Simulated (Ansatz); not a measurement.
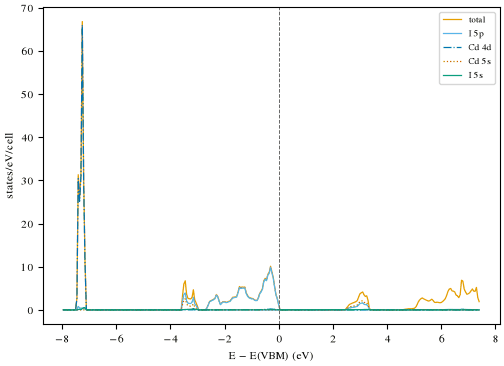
*Total and projected density of states of CdI2 (CdI2 type, space group No. 164), PBE in the plane-wave PAW code Ansatz*

Q: Which orbitals carry the states next to the gap?

A: Top 1 eV of the valence band: I 5p 97 %. Bottom 1 eV of the conduction band: Cd 5s 52 %, I 5p 38 %, outside the projected shells 8 %. Projections are on Löwdin-orthogonalised atomic valence shells; empty p or d shells of many metals are not among them.

Q: Where is the tallest occupied peak in this window, and what makes it?

A: Near -7.3 eV, about 67 states/eV per cell; the largest projected share is Cd 4d.

Space group P-3m1 (CdI2 type). The PBE relaxation kept the symmetry of its start. The volume lies over 15 % above that of the usual cell of this phase: another minimum, or an error of the functional. A crystal of weakly bound layers computed without a dispersion correction: the cell and the soft elastic constants depend strongly on that. Scalar-relativistic: spin–orbit coupling is off unless named, which matters more the heavier the elements.

Potentials: the later of the program's two PAW sets.
